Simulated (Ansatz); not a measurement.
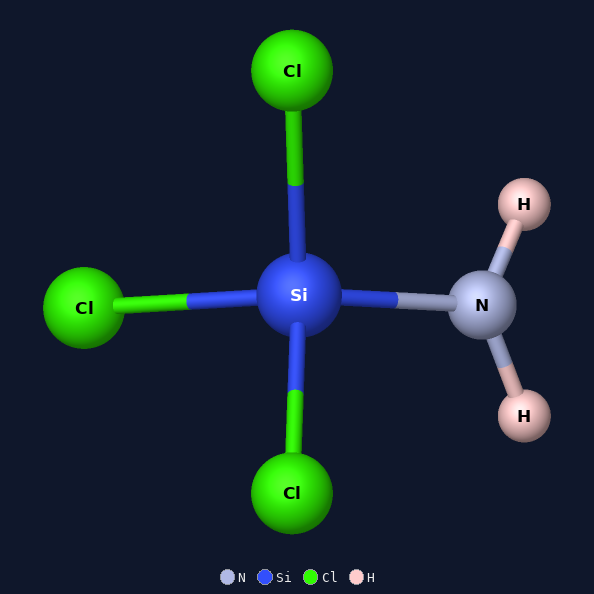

Sticks follow a distance rule. Harmonic vibrations computed with RKS PBE0-D4/def2-TZVP (Ansatz 0.2.0) at a stationary point of the same level.

Minimum or transition state?

Answer. A minimum: no imaginary frequency, and the lowest mode lies at 107 cm⁻¹.

How many vibrational modes are there, and where do they lie?

Answer. 15 modes: 107, 150, 210, 235, 259, 287, 332, 462, 595, 597, 845, 927, 1570, 3610, 3711 cm⁻¹.
